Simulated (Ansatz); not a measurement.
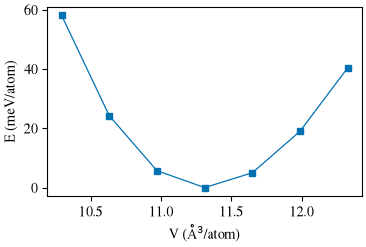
Figure. Cu (fcc (Cu type), space group No. 225) under volume change, DFT-PBEsol in the program Ansatz with PAW potentials, scaled uniformly.

### Question
What does a third-order Birch–Murnaghan fit give for V₀, B₀ and B′?

### Answer
V₀ = 11.31 Å³/atom, B₀ = 168 GPa, B′ = 5.0.

Space group Fm-3m (fcc (Cu type)). The cell was relaxed with PBEsol under the symmetry of its start. No spin polarisation was allowed.

Potentials: the earlier of the program's two PAW sets. The files were generated under PBE; for other functionals the program regenerates the frozen cores, and for LDA and PBEsol the local potential too.
